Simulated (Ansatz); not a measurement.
The calculation's input:

```
crystal:
  periodic: [false, false, false]
  atoms:
    - {symbol: Si, position_ang: [-0.768314, 1.508514, -1.425421]}
    - {symbol: Cl, position_ang: [1.362481, -1.908903, -0.366017]}
    - {symbol: H, position_ang: [-0.021787, 0.650722, -2.377045]}
    - {symbol: H, position_ang: [-2.206168, 1.534202, -1.795235]}
    - {symbol: H, position_ang: [-0.225042, 2.889919, -1.463037]}
    - {symbol: Si, position_ang: [0.729768, -1.482466, 1.541300]}
    - {symbol: H, position_ang: [-0.630123, 0.969250, -0.048516]}
    - {symbol: H, position_ang: [1.243403, -0.147078, 1.921687]}
    - {symbol: H, position_ang: [1.266310, -2.520771, 2.451131]}
    - {symbol: H, position_ang: [-0.750529, -1.493388, 1.561155]}
basis:
  gaussian: {orbitals: def2-TZVPP}
hamiltonian: {xc: pbe0, dispersion: d4}
output: {orbitals: {seedname: orbitals}}
```

Command:

```sh
ansatz run in.yaml --threads 4 --pin off --events-out ev --progress --plain --max-ram 9574MiB
```

The product side of a reaction path; geometry: PBE0-D4/def2-TZVP.

Theory: RKS PBE0-D4/def2-TZVPP (Ansatz).

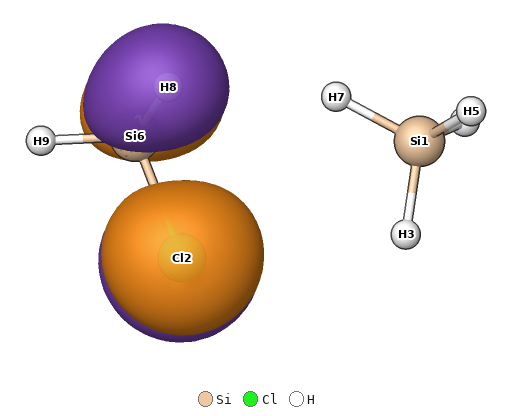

SiH4···ClH3Si. The HOMO−1 at ±0.08 Å⁻³ᐟ² (orange and purple are the two phases), seen across its widest extent.

> Describe this orbital and give its energy.

By Hirshfeld shares it lies mainly on Cl2 (about 65 %), Si6 (about 15 %), H8 (about 10 %) and H10 (about 10 %). Its energy is −9.03 eV.
